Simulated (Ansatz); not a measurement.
**Fields on a plane of Sn (beta-Sn type, space group I4_1/amd)**

```
CELL_PARAMETERS angstrom
     -2.97350     2.97350     1.60615
      2.97350    -2.97350     1.60615
      2.97350     2.97350    -1.60615
ATOMIC_POSITIONS crystal
  Sn 0.75000 0.25000 0.50000
  Sn 0.00000 0.00000 0.00000
```

The slice is a (-1 1 0) plane (indices of the conventional cell) through the point (0.750, 0.250, 0.500) (fractional), spanned by u = [110] and v = [112] in vectors of this cell: u (3.21 Å) and v (8.41 Å, at 90° to u). It covers one period; positions are fractions (u, v).

Atoms on it: Sn at (0.00, 0.00); Sn at (0.50, 0.50).

Computed with PBE (plane waves to 420 eV, PAW, scalar-relativistic; Ansatz, an electronic-structure program). k mesh 16×16×16. Near the nuclei the fields are pseudised (PAW); where an atom keeps semicore shells as valence, they peak there. Sn was relaxed with its symmetry unable to fall.

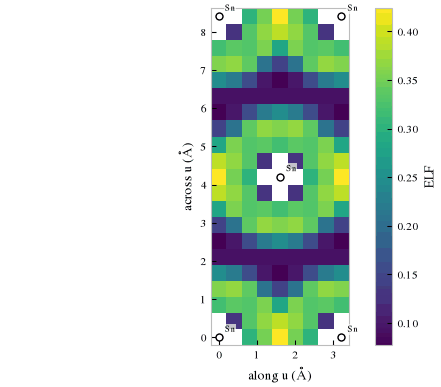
Figure. Electron localisation function (ELF), one period of the plane, atoms marked. Points within 0.5 Å of a nucleus are left white, as the pseudised field means little there.

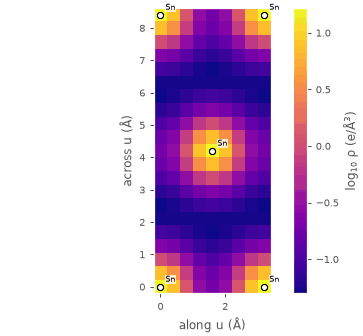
Figure: Log₁₀ of the valence density in e/Å³, one period of the plane, atoms marked. The scale is logarithmic, as a density can span decades between atoms and voids.
